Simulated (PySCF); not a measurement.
# C₅H₁₁O₂Si (doublet): what the fields show

```csv
atom,x (Å),y (Å),z (Å)
C,2.7123,-1.0554,-0.6556
C,1.9137,0.1727,-0.2441
O,1.3159,-0.0506,1.0033
Si,0.1163,0.7235,1.7644
O,-1.2649,0.8933,0.9230
C,-2.1597,-0.0207,0.3958
C,-1.9139,-0.6235,-0.9090
C,-2.9815,0.3776,-0.8252
H,3.4749,-1.2649,0.0895
H,3.1889,-0.8845,-1.6172
H,2.0554,-1.9182,-0.7299
H,1.1447,0.3929,-0.9961
H,2.5733,1.0467,-0.1723
H,0.3584,2.1415,1.9907
H,0.0063,-0.1591,2.9131
H,-2.6746,-0.5911,1.1640
H,-1.0242,-0.5820,-1.5045
H,-2.8346,1.3463,-1.2904
H,-4.0164,0.0645,-0.8124
```

Geometry: GFN2-xTB.

Theory: UKS B3LYP, pcH-1 on C H O Si, non-relativistic, mean-field spin-orbit, GIAO (PySCF).

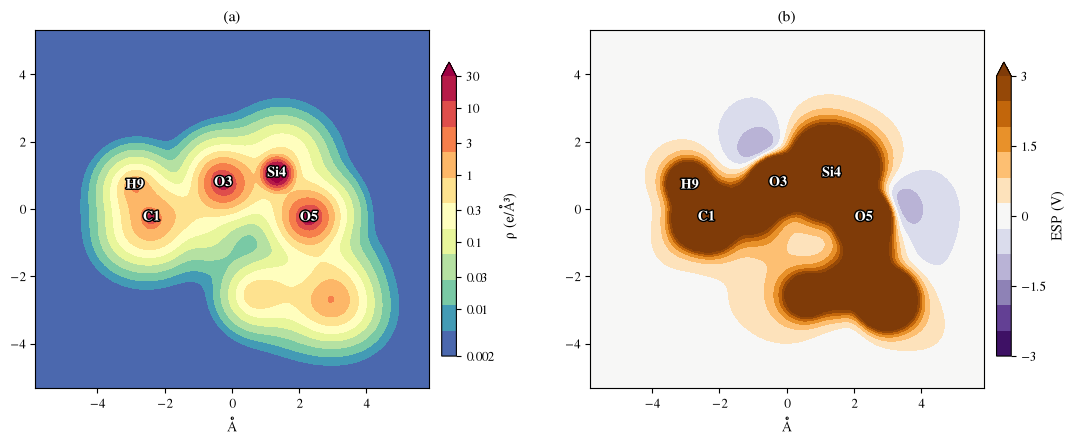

Figure 1. (a) total electron density; (b) molecular electrostatic potential on the plane of atoms O3, Si4 and O5.

### Describe what can be read from this map.

The plane passes through C, O, Si and H nuclei.
Si–O (1.62 Å): ρ is about 1.1 e/Å³ halfway.
C–H (1.09 Å): ρ is about 2 e/Å³ halfway.
Outside the dense part of the molecule the potential is most negative (−1.4 V) near O3.

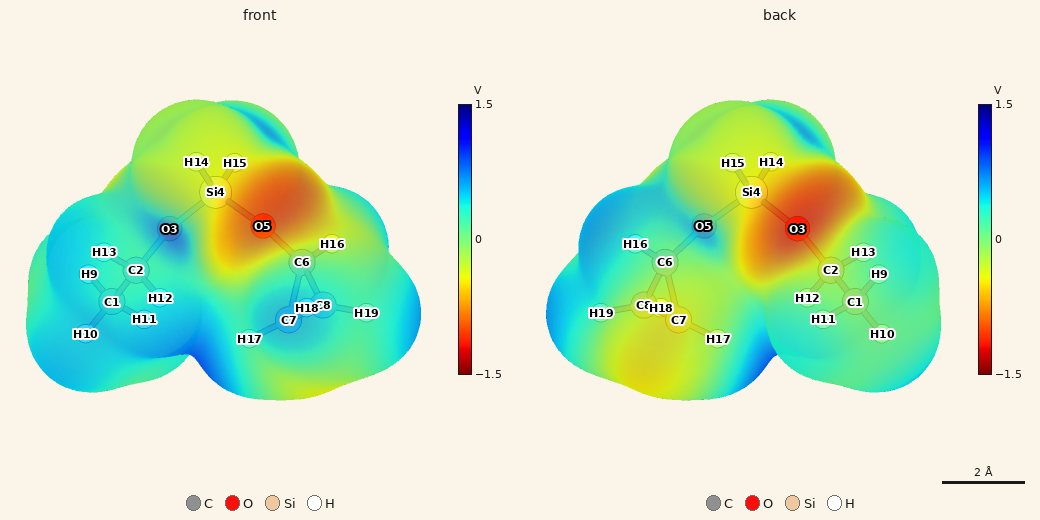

Figure 2. The molecular electrostatic potential painted on the density surface at 0.001 e/bohr³, seen from the front and from behind; the colour scale runs from red (negative) to blue (positive).

### Where is the surface potential most negative and most positive?

The most negative region (about −1.1 V) lies over O3 and O5, the most positive (about +0.8 V) over H12 and H17.
